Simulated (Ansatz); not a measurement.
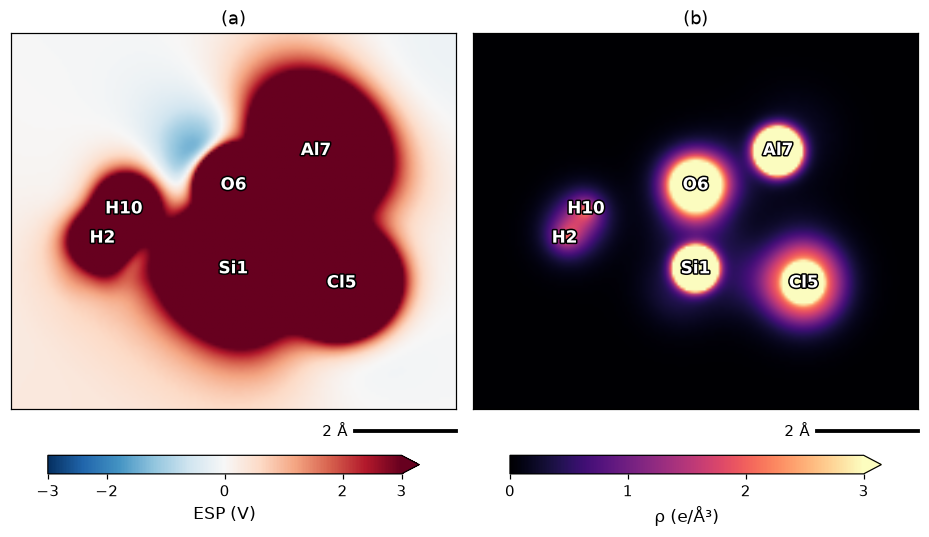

The picture shows: AlClH₄OSi···H₂. (a) molecular electrostatic potential; (b) electron density on the plane of atoms Cl5, Si1 and O6.

Not at a stationary point (largest force 1.8 eV/Å).

The calculation used RKS PBE0-D4/def2-SVP (Ansatz 0.2.0).

```json
{"atom": "Si", "x (Å)": "-0.0097", "y (Å)": "-0.5519", "z (Å)": "-0.1171"}
{"atom": "H", "x (Å)": "0.7601", "y (Å)": "0.6628", "z (Å)": "2.1240"}
{"atom": "H", "x (Å)": "1.2222", "y (Å)": "0.1251", "z (Å)": "-0.5881"}
{"atom": "H", "x (Å)": "-1.1020", "y (Å)": "0.3975", "z (Å)": "0.2018"}
{"atom": "Cl", "x (Å)": "-0.7314", "y (Å)": "-1.7066", "z (Å)": "-1.7892"}
{"atom": "O", "x (Å)": "0.2096", "y (Å)": "-1.8080", "z (Å)": "0.9333"}
{"atom": "Al", "x (Å)": "-0.2747", "y (Å)": "-3.3702", "z (Å)": "0.2454"}
{"atom": "H", "x (Å)": "0.8837", "y (Å)": "-4.2951", "z (Å)": "-0.3094"}
{"atom": "H", "x (Å)": "-1.7234", "y (Å)": "-3.8792", "z (Å)": "0.6308"}
{"atom": "H", "x (Å)": "0.7346", "y (Å)": "-0.0544", "z (Å)": "2.1818"}
```

**Read the bonding off the picture.**

Atoms in the plane: Si, H, Cl, O and Al. Si1···H10 (2.47 Å): the density falls to about 0.11 e/Å³ on the way. Si–O (1.65 Å): the density is about 1.1 e/Å³ at the midpoint. Al–O (1.77 Å): the density is about 0.72 e/Å³ at the midpoint. Si–Cl (2.16 Å): the density is about 0.71 e/Å³ at the midpoint. Al–Cl (2.67 Å): ρ at the midpoint is about 0.23 e/Å³, with its minimum of 0.15 e/Å³ about 1.0 Å from Al. Outside the dense part of the complex the potential is most negative (−1.4 V) near O6.
